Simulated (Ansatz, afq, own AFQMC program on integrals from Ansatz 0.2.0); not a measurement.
**CH₃Al (singlet): AFQMC on the coupled-cluster ladder at distance Al1–C2 = 2.491 Å, cc-pVDZ**

Aim: compute CH₃Al (singlet) with auxiliary-field quantum Monte Carlo on the same integrals as coupled cluster, and set the energies side by side.

Program: Ansatz 0.2.0, Gaussian basis, and an in-house AFQMC program (afq) on its integrals; all values are calculated. Level of theory: cc-pVDZ, frozen cores. These are calculated values, not measurements.

The runs, in order: PBE (unrestricted); r2SCAN (unrestricted); PBE0 (unrestricted); B3LYP (unrestricted); wB97M-V (unrestricted); B2PLYP (unrestricted); CCSD(T) on RHF; CCSDT(Q) on RHF; Phaseless AFQMC, CISD trial on RHF; UHF; CCSD(T) on UHF; CCSDT(Q) on UHF; Phaseless AFQMC, CISD trial on UHF; Phaseless AFQMC, single-determinant trial on UHF.

5 further runs of the same task are left out: 5 that didn't finish.

**1. The system**

The geometry derives from a PBE0/def2-TZVP stationary point (not a proven minimum). One bond is set to the value named and the two fragments are kept rigid.

5 atoms, charge 0, spin multiplicity 1.

Atoms are counted from 1 here; the program's logs count them from 0.

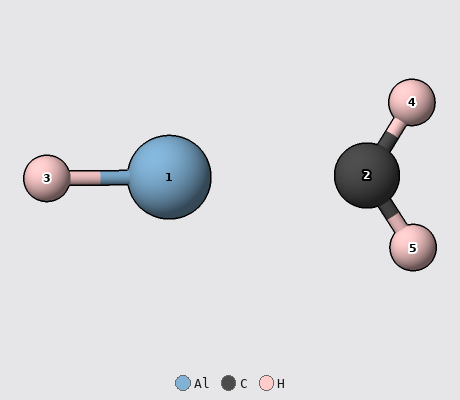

The structure; aluminium light blue, carbon dark grey, hydrogen pink; atoms are numbered from 1 in the order of the file.

**2. PBE (unrestricted)**

Contents of in.yaml:

```yaml
crystal:
  periodic: [false, false, false]
  atoms:
    - {symbol: Al, position_ang: [-0.031924, 0.000000, 0.821470]}
    - {symbol: C, position_ang: [0.063068, -0.000001, -1.667718]}
    - {symbol: H, position_ang: [0.151593, 0.000001, 2.383484]}
    - {symbol: H, position_ang: [-0.024266, 0.912507, -2.250368]}
    - {symbol: H, position_ang: [-0.024266, -0.912509, -2.250367]}
basis:
  gaussian: {orbitals: cc-pVDZ}
magnetization: {spin_polarized: true, initial_magnetization: 0}
hamiltonian: {xc: {name: PBE}}
output: {orbitals: {seedname: orbitals}}
```

Started as:

```console
$ ansatz run in.yaml --threads 1 --pin off --events-out ev --progress --plain --max-ram 1382MiB
```

What it wrote:

```text
Functional definition: PBE
  name "PBE"
  cite "Perdew, Burke & Ernzerhof, Phys. Rev. Lett. 77, 3865 (1996) doi:10.1103/PhysRevLett.77.3865"
  parent pbe
  parameter kappa = 0.804
  parameter beta = 0.06672455060314922
  exchange = pbe_x(kappa = kappa, mu = beta*pi^2/3)
  correlation = pbe_c(beta = beta)
607 factors; their error is unknown
mean field evaluation 1: about -7653.3762 eV, gradient 5.1e1 eV
mean field evaluation 2: about -7509.0829 eV, gradient 9.6e1 eV
mean field evaluation 4: about -7651.1232 eV, gradient 4.0e1 eV
mean field evaluation 8: about -7668.7324 eV, gradient 1.9e1 eV
mean field evaluation 16: about -7672.3696 eV, gradient 1.3e-5 eV
mean field evaluation 32: about -7666.4808 eV, gradient 1.9e1 eV
mean field evaluation 64: about -7671.9113 eV, gradient 4.2e-6 eV
mean field evaluation 96: about -7670.6215 eV, gradient 1.3e1 eV
mean field evaluation 128: about -7670.5521 eV, gradient 4.7e0 eV
mean field -7672.48023726 eV, -281.9584481255 hartree, gradient 2.3e-5 eV, S^2 0.547748; 13 other end points of the search recorded, 0 dependent functions left out
reference -7672.48027395 eV, -281.9584494736 hartree; 11, 11 occupied and 36, 36 virtual orbitals, 607 factors
Total energy: -7672.48027395 eV, -281.9584494736 hartree
```

Run time: 9 s. Hardware: 1 thread of Arm Neoverse V1, shared host.

From the report: ⟨S²⟩ of the determinant 0.548 (pure singlet: 0.00). The determinant is far from a pure spin state, so its energy mixes those of several spin states (harmless only where they are near-degenerate, as at dissociation).

**3. r2SCAN (unrestricted)**

Changes to in.yaml since step 2:

```diff
@@ -11,3 +11,2 @@
 magnetization: {spin_polarized: true, initial_magnetization: 0}
-hamiltonian: {xc: {name: PBE}}
-output: {orbitals: {seedname: orbitals}}
+hamiltonian: {xc: {name: r2SCAN}}
```

Launched as before.

What it wrote, shortened:

```text
Functional definition: r2SCAN
  name "r2SCAN"
  cite "Furness, Kaplan, Ning, Perdew & Sun, J. Phys. Chem. Lett. 11, 8208 (2020) doi:10.1021/acs.jpclett.0c02405"
  cite "Furness, Kaplan, Ning, Perdew & Sun, J. Phys. Chem. Lett. 11, 9248 (2020) doi:10.1021/acs.jpclett.0c03077"
  parent r2scan
[...]
607 factors; their error is unknown
[...]
mean field -7676.36131833 eV, -282.1010752240 hartree, gradient 1.9e-5 eV, S^2 0.741528; 11 other end points of the search recorded, 0 dependent functions left out
reference -7676.36133268 eV, -282.1010757514 hartree; 11, 11 occupied and 36, 36 virtual orbitals, 607 factors
Total energy: -7676.36133268 eV, -282.1010757514 hartree
```

Run time: 19 s. Hardware: 1 thread of Arm Neoverse V1, shared host.

From the report: ⟨S²⟩ of the determinant 0.742 (pure singlet: 0.00). The determinant is far from a pure spin state, so its energy mixes those of several spin states (harmless only where they are near-degenerate, as at dissociation).

**4. PBE0 (unrestricted)**

Changes to in.yaml since step 3:

```diff
@@ -11,2 +11,3 @@
 magnetization: {spin_polarized: true, initial_magnetization: 0}
-hamiltonian: {xc: {name: r2SCAN}}
+hamiltonian: {xc: {name: PBE0}}
+output: {orbitals: {seedname: orbitals}}
```

The command is unchanged.

What it wrote, shortened:

```text
Functional definition: PBE0
  name "PBE0"
  cite "Adamo & Barone, J. Chem. Phys. 110, 6158 (1999) doi:10.1063/1.478522"
  cite "Perdew, Burke & Ernzerhof, Phys. Rev. Lett. 77, 3865 (1996) doi:10.1103/PhysRevLett.77.3865"
  parent pbe
[...]
443 factors; integrals over basis functions are off by at most 1.1e-3 eV
[...]
mean field -7673.18885069 eV, -281.9844891885 hartree, gradient 1.4e-5 eV, S^2 0.747486; 10 other end points of the search recorded, 0 dependent functions left out
reference -7673.18887915 eV, -281.9844902347 hartree; 11, 11 occupied and 36, 36 virtual orbitals, 443 factors
Total energy: -7673.18887915 eV, -281.9844902347 hartree
```

Wall time 6.5 s (1 thread of Arm Neoverse V1, shared host).

From the report: ⟨S²⟩ of the determinant 0.747 (pure singlet: 0.00). The determinant is far from a pure spin state, so its energy mixes those of several spin states (harmless only where they are near-degenerate, as at dissociation).

**5. B3LYP (unrestricted)**

Changes to in.yaml since step 4:

```diff
@@ -11,3 +11,2 @@
 magnetization: {spin_polarized: true, initial_magnetization: 0}
-hamiltonian: {xc: {name: PBE0}}
-output: {orbitals: {seedname: orbitals}}
+hamiltonian: {xc: {name: B3LYP}}
```

Launched as before.

What it wrote, shortened:

```text
Functional definition: B3LYP
  name "B3LYP"
  cite "Stephens, Devlin, Chabalowski & Frisch, J. Phys. Chem. 98, 11623 (1994) doi:10.1021/j100096a001"
  cite "Becke, Phys. Rev. A 38, 3098 (1988) doi:10.1103/PhysRevA.38.3098"
  cite "Lee, Yang & Parr, Phys. Rev. B 37, 785 (1988) doi:10.1103/PhysRevB.37.785"
  cite "Vosko, Wilk & Nusair, Can. J. Phys. 58, 1200 (1980) doi:10.1139/p80-159"
[...]
443 factors; integrals over basis functions are off by at most 1.1e-3 eV
[...]
mean field -7678.43454273 eV, -282.1772648156 hartree, gradient 1.4e-5 eV, S^2 0.689759; 9 other end points of the search recorded, 0 dependent functions left out
reference -7678.43476149 eV, -282.1772728547 hartree; 11, 11 occupied and 36, 36 virtual orbitals, 443 factors
Total energy: -7678.43476149 eV, -282.1772728547 hartree
```

It took 6 s on 1 thread of Arm Neoverse V1, shared host.

From the report: ⟨S²⟩ of the determinant 0.690 (pure singlet: 0.00). The determinant is far from a pure spin state, so its energy mixes those of several spin states (harmless only where they are near-degenerate, as at dissociation).

**6. wB97M-V (unrestricted)**

Changes to in.yaml since step 5:

```diff
@@ -11,2 +11,3 @@
 magnetization: {spin_polarized: true, initial_magnetization: 0}
-hamiltonian: {xc: {name: B3LYP}}
+hamiltonian: {xc: {name: wB97M-V}}
+output: {orbitals: {seedname: orbitals}}
```

Launched as before.

What it wrote, shortened:

```text
Functional definition: wB97M-V
  name "wB97M-V"
  cite "Mardirossian & Head-Gordon, J. Chem. Phys. 144, 214110 (2016) doi:10.1063/1.4952647"
  cite "Becke, J. Chem. Phys. 107, 8554 (1997) doi:10.1063/1.475007"
  cite "Vydrov & Van Voorhis, J. Chem. Phys. 133, 244103 (2010) doi:10.1063/1.3521275"
  # Of w^i u^j: cxij and so on, Table III.
[...]
  gx(w, u) = 1 - cx + cx01*u + cx10*w
  gss(w, u) = css00 + css04*u^4 + css10*w + css20*w^2 + css43*w^4*u^3
  gos(w, u) = cos00 + cos10*w + (cos20 + cos21*u)*w^2 + (cos60 + cos61*u)*w^6
[...]
      + integral(e_c_pw_mod_opposite_spin*gos(b97_w_opposite, b97_u_opposite)) + vv10(b, c)
443 factors; integrals over basis functions are off by at most 1.1e-3 eV
165 factors; integrals over basis functions are off by at most 2.0e-5 eV
[...]
mean field -7676.23362533 eV, -282.0963825927 hartree, gradient 3.0e-5 eV, S^2 0.721142; 8 other end points of the search recorded, 0 dependent functions left out
reference -7676.23366677 eV, -282.0963841157 hartree; 11, 11 occupied and 36, 36 virtual orbitals, 443 factors
Total energy: -7676.23366677 eV, -282.0963841157 hartree
```

Run time: 27 s. Hardware: 1 thread of Arm Neoverse V1, shared host.

From the report: ⟨S²⟩ of the determinant 0.721 (pure singlet: 0.00). The determinant is far from a pure spin state, so its energy mixes those of several spin states (harmless only where they are near-degenerate, as at dissociation).

**7. B2PLYP (unrestricted)**

Changes to in.yaml since step 6:

```diff
@@ -11,3 +11,3 @@
 magnetization: {spin_polarized: true, initial_magnetization: 0}
-hamiltonian: {xc: {name: wB97M-V}}
-output: {orbitals: {seedname: orbitals}}
+hamiltonian: {xc: {name: B2PLYP}}
+correlation: {electrons: outside_noble_gas}
```

Same command.

What it wrote, shortened:

```text
Functional definition: B2PLYP
  name "B2PLYP"
  cite "Grimme, J. Chem. Phys. 124, 034108 (2006) doi:10.1063/1.2148954"
  cite "Becke, Phys. Rev. A 38, 3098 (1988) doi:10.1103/PhysRevA.38.3098"
  cite "Lee, Yang & Parr, Phys. Rev. B 37, 785 (1988) doi:10.1103/PhysRevB.37.785"
[...]
443 factors; integrals over basis functions are off by at most 1.1e-3 eV
[...]
mean field -7671.39339580 eV, -281.9185074383 hartree, gradient 2.0e-6 eV, S^2 0.846623; 10 other end points of the search recorded, 0 dependent functions left out
6 core orbitals not correlated: weight in the atoms' cores, before any rotation towards them, 1.000 or more for the frozen orbitals, at most 0.000 for the correlated occupied ones
reference -7671.39353544 eV, -281.9185125703 hartree; 5, 5 occupied and 36, 36 virtual orbitals, 443 factors
second order -6.13128120 eV of doubles, -0.00000000 eV of singles
Total energy: -7673.04898137 eV, -281.9793490859 hartree
```

Wall time 10 s (1 thread of Arm Neoverse V1, shared host).

From the report: ⟨S²⟩ of the determinant 0.847 (pure singlet: 0.00). The determinant is far from a pure spin state, so its energy mixes those of several spin states (harmless only where they are near-degenerate, as at dissociation).

**8. CCSD(T) on RHF**

Changes to in.yaml since step 7:

```diff
@@ -10,4 +10,3 @@
   gaussian: {orbitals: cc-pVDZ}
-magnetization: {spin_polarized: true, initial_magnetization: 0}
-hamiltonian: {xc: {name: B2PLYP}}
-correlation: {electrons: outside_noble_gas}
+magnetization: {spin_polarized: false}
+correlation: {method: ccsd_t, electrons: outside_noble_gas, hamiltonian_folder: ham}
```

The command is unchanged.

What it wrote, shortened:

```text
Functional definition: HF
  name "HF"
  cite "Fock, Z. Phys. 61, 126 (1930) doi:10.1007/BF01340294"
  parent pbe
[...]
443 factors; integrals over basis functions are off by at most 1.1e-3 eV
[...]
mean field -7655.09926500 eV, -281.3197091761 hartree, gradient 2.3e-6 eV, S^2 0.000000; 7 other end points of the search recorded, 0 dependent functions left out; unrestricted orbitals would lower it
[...]
determinant -7655.09926500 eV, -281.3197091761 hartree, with singles and doubles -7662.02818724 eV, -281.5743423717 hartree
determinant -7653.19979670 eV, -281.2499050034 hartree, with singles and doubles -7659.35260933 eV, -281.4760166972 hartree
determinant -7651.13574350 eV, -281.1740524477 hartree, with singles and doubles -7657.12064619 eV, -281.3939935647 hartree
[...]
unrestricted determinant -7656.51730768 eV, -281.3718212833 hartree, S^2 1.2067
6 core orbitals not correlated: weight in the atoms' cores, before any rotation towards them, 1.000 or more for the frozen orbitals, at most 0.000 for the correlated occupied ones
reference -7655.09926500 eV, -281.3197091761 hartree; 5, 5 occupied and 36, 36 virtual orbitals, 443 factors
second order -5.75372014 eV of doubles, -0.00000000 eV of singles
cycle   1  -6.93023282 eV  change   -1.3e-3 eV  update   1.0e-2
[...]
cycle  12  -6.94246074 eV  change   -6.2e-6 eV  update   5.1e-6
perturbative correction -0.50599056 eV, -0.0185948101 hartree
Total energy: -7662.54771630 eV, -281.5934347126 hartree
```

It took 3.4 s on 1 thread of Arm Neoverse V1, shared host.

From the report: correlation -7.4485 eV; T1 0.096; largest double amplitude 0.25.

This run also writes the integrals to the folder ham.

**9. CCSDT(Q) on RHF**

Changes to in.yaml since step 8:

```diff
@@ -11,2 +11,2 @@
 magnetization: {spin_polarized: false}
-correlation: {method: ccsd_t, electrons: outside_noble_gas, hamiltonian_folder: ham}
+correlation: {method: ccsdt_q, electrons: outside_noble_gas}
```

Launched as before.

What it wrote, shortened:

```text
Functional definition: HF
  name "HF"
  cite "Fock, Z. Phys. 61, 126 (1930) doi:10.1007/BF01340294"
  parent pbe
[...]
867 factors; integrals over basis functions are off by at most 2.3e-7 eV
[...]
mean field -7655.09928317 eV, -281.3197098438 hartree, gradient 2.3e-6 eV, S^2 0.000000; 7 other end points of the search recorded, 0 dependent functions left out; unrestricted orbitals would lower it
[...]
determinant -7655.09928317 eV, -281.3197098438 hartree, with singles and doubles -7662.02820191 eV, -281.5743429110 hartree
determinant -7653.19982715 eV, -281.2499061226 hartree, with singles and doubles -7659.35264298 eV, -281.4760179339 hartree
determinant -7651.13576730 eV, -281.1740533223 hartree, with singles and doubles -7657.12066411 eV, -281.3939942232 hartree
[...]
unrestricted determinant -7656.51733786 eV, -281.3718223924 hartree, S^2 1.2067
6 core orbitals not correlated: weight in the atoms' cores, before any rotation towards them, 1.000 or more for the frozen orbitals, at most 0.000 for the correlated occupied ones
reference -7655.09928317 eV, -281.3197098438 hartree; 5, 5 occupied and 36, 36 virtual orbitals, 867 factors
second order -5.75376336 eV of doubles, -0.00000000 eV of singles
cycle   1  -6.20029772 eV  change   -4.5e-1 eV  update   1.5e-1
[...]
cycle  25  -7.43453826 eV  change    3.2e-7 eV  update   4.5e-7
perturbative correction -0.08603679 eV, -0.0031617938 hartree
Total energy: -7662.61985822 eV, -281.5960858794 hartree
```

Run time: 12 s. Hardware: 1 thread of Arm Neoverse V1, shared host.

From the report: correlation -7.5206 eV; T1 0.102; largest double amplitude 0.32.

**10. Phaseless AFQMC, CISD trial on RHF**

It reads the integrals that the CCSD(T) run on this determinant wrote.

Started as:

```console
$ afq ham --method phaseless --trial cisd --walkers 60 --populations 1 --least-time 40 --time-step 0.005 --steps-per-block 50 --equilibration-blocks 40 --max-blocks 300 --target-error 0.00076 --factor-cut 1e-05 --seed 5146 --release-times 0.24,0.51,0.99,1.62,2.4 --release-step 0.03 --release-every 4 --taylor-order 6
```

What it wrote:

```text
orbitals 41  electrons 5 5  factors 310 of 443
reference energy -281.31970918 Eh
CCSD correlation -0.25513053 Eh in 17 cycles, weight of the determinant in the CISD state 0.6861
energy of the start -281.574840 Eh
 block  time / (1/Eh)  mean weight  energy / Eh
     1     0.250  0.9997  -281.570327
     2     0.500  1.0011  -281.572005
     3     0.750  0.9997  -281.580991
     4     1.000  1.0016  -281.581579
     5     1.250  0.9993  -281.579445
     6     1.500  1.0016  -281.584889
     7     1.750  1.0009  -281.580483
     8     2.000  1.0002  -281.584067
     9     2.250  1.0009  -281.583716
    10     2.500  0.9999  -281.586513
    17     4.250  1.0015  -281.579005
    25     6.250  0.9994  -281.591686
    33     8.250  0.9986  -281.593542
    41    10.250  1.0021  -281.582796
    49    12.250  0.9993  -281.588670
    57    14.250  0.9992  -281.600541
    65    16.250  0.9984  -281.594151
    73    18.250  0.9994  -281.598058
    81    20.250  1.0020  -281.581194
    89    22.250  1.0049  -281.585882
    97    24.250  0.9988  -281.585419
   105    26.250  1.0013  -281.585182
   113    28.250  1.0022  -281.597707
   121    30.250  1.0007  -281.584906
   129    32.250  1.0009  -281.594002
   137    34.250  0.9992  -281.592903
   145    36.250  1.0005  -281.595385
   153    38.250  0.9994  -281.585373
   161    40.250  1.0002  -281.608731
   169    42.250  0.9984  -281.595147
   177    44.250  0.9996  -281.596639
   185    46.250  1.0008  -281.586817
   193    48.250  1.0014  -281.591065
   201    50.250  0.9968  -281.575378
   209    52.250  0.9996  -281.588779
   217    54.250  0.9979  -281.582071
   225    56.250  1.0000  -281.582711
   233    58.250  0.9997  -281.577006
   241    60.250  1.0017  -281.585720
   249    62.250  0.9998  -281.594954
   257    64.250  0.9978  -281.581091
   265    66.250  0.9997  -281.586973
   273    68.250  1.0001  -281.591707
   281    70.250  0.9996  -281.578517
   289    72.250  0.9978  -281.596496
   297    74.250  0.9971  -281.607995
   305    76.250  1.0007  -281.589174
   313    78.250  0.9996  -281.645493
   321    80.250  1.0027  -281.619143
   329    82.250  1.0012  -281.584492
   337    84.250  1.0007  -281.590612
blocks merged  error / Eh  count
     1  0.000692  300
     2  0.000853  150
     4  0.001032  75
     8  0.001137  37
    16  0.001438  18
    32  0.001678  9
released: time / (1/Eh)  energy / Eh  error  mean overlap
  0.24  -281.591506  0.001339  1.0065
  0.51  -281.590931  0.001071  1.0167
  0.99  -281.591182  0.001169  1.0252
  1.62  -281.592628  0.001591  1.0148
  2.40  -281.590031  0.001845  1.0290
energy -281.592068 +/- 0.001438 Eh
```

Run time: 4.6 min. Hardware: 1 thread of Arm Neoverse V1, shared host.

Energy -7662.5105 ± 0.0391 eV. The run doesn't count as converged. Caveats: constraint bias not in the error; error not settled; error above the target.

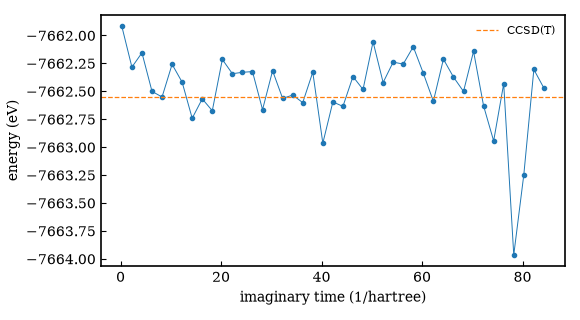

Block energies along the walk.

**11. UHF**

Changes to in.yaml since step 9:

```diff
@@ -10,3 +10,4 @@
   gaussian: {orbitals: cc-pVDZ}
-magnetization: {spin_polarized: false}
-correlation: {method: ccsdt_q, electrons: outside_noble_gas}
+magnetization: {spin_polarized: true, initial_magnetization: 0}
+hamiltonian: {xc: hf}
+output: {orbitals: {seedname: orbitals}}
```

Started as:

```console
$ ansatz run in.yaml --threads 1 --pin off --events-out ev --progress --plain --max-ram 1382MiB
```

What it wrote, shortened:

```text
Functional definition: HF
  name "HF"
  cite "Fock, Z. Phys. 61, 126 (1930) doi:10.1007/BF01340294"
  parent pbe
[...]
443 factors; integrals over basis functions are off by at most 1.1e-3 eV
[...]
mean field -7656.51730768 eV, -281.3718212833 hartree, gradient 9.9e-6 eV, S^2 1.206679; 8 other end points of the search recorded, 0 dependent functions left out
reference -7656.51730768 eV, -281.3718212833 hartree; 11, 11 occupied and 36, 36 virtual orbitals, 443 factors
Total energy: -7656.51730768 eV, -281.3718212833 hartree
```

Wall time 2.4 s (1 thread of Arm Neoverse V1, shared host).

From the report: ⟨S²⟩ of the determinant 1.207 (pure singlet: 0.00). The determinant is far from a pure spin state, so its energy mixes those of several spin states (harmless only where they are near-degenerate, as at dissociation).

**12. CCSD(T) on UHF**

Changes to in.yaml since step 11:

```diff
@@ -11,3 +11,2 @@
 magnetization: {spin_polarized: true, initial_magnetization: 0}
-hamiltonian: {xc: hf}
-output: {orbitals: {seedname: orbitals}}
+correlation: {method: ccsd_t, electrons: outside_noble_gas, hamiltonian_folder: ham}
```

Launched as before.

What it wrote, shortened:

```text
Functional definition: HF
  name "HF"
  cite "Fock, Z. Phys. 61, 126 (1930) doi:10.1007/BF01340294"
  parent pbe
[...]
443 factors; integrals over basis functions are off by at most 1.1e-3 eV
[...]
mean field -7656.51730768 eV, -281.3718212833 hartree, gradient 2.4e-6 eV, S^2 1.206681; 22 other end points of the search recorded, 0 dependent functions left out
determinant -7656.51730768 eV, -281.3718212833 hartree, with singles and doubles -7662.08854023 eV, -281.5765603033 hartree
determinant -7656.26630868 eV, -281.3625972404 hartree, with singles and doubles -7661.61084701 eV, -281.5590054014 hartree
determinant -7655.74551516 eV, -281.3434584314 hartree, with singles and doubles -7661.46509601 eV, -281.5536491508 hartree
determinant -7655.70886973 eV, -281.3421117368 hartree, with singles and doubles -7661.72543718 eV, -281.5632165123 hartree
[...]
determinant -7655.09926500 eV, -281.3197091761 hartree, with singles and doubles -7662.02787157 eV, -281.5743307711 hartree
determinant -7653.19979668 eV, -281.2499050030 hartree, with singles and doubles -7659.35276715 eV, -281.4760224968 hartree
6 core orbitals not correlated: weight in the atoms' cores, before any rotation towards them, 1.000 or more for the frozen orbitals, at most 0.000 for the correlated occupied ones
reference -7656.51730768 eV, -281.3718212833 hartree; 5, 5 occupied and 36, 36 virtual orbitals, 443 factors
second order -4.31237706 eV of doubles, -0.00000000 eV of singles
cycle   1  -5.61997662 eV  change   -4.3e-7 eV  update   6.0e-6
[...]
cycle   4  -5.61999387 eV  change   -6.1e-6 eV  update   2.0e-6
perturbative correction -0.22197257 eV, -0.0081573414 hartree
WARN: the results are in doubt because among natural orbitals full CI differs from the method by -0.093 eV
Total energy: -7662.35927411 eV, -281.5865095899 hartree
In doubt: among natural orbitals full CI differs from the method by -0.093 eV
```

Run time: 16 s. Hardware: 1 thread of Arm Neoverse V1, shared host.

From the report: ⟨S²⟩ of the determinant 1.207 (pure singlet: 0.00); correlation -5.8420 eV; T1 0.080; largest double amplitude 0.13. The determinant is far from a pure spin state, so its energy mixes those of several spin states (harmless only where they are near-degenerate, as at dissociation). Mind the lines of doubt at the end of the log.

This run also writes the integrals to the folder ham.

(Part 1 of 2 ends here.)
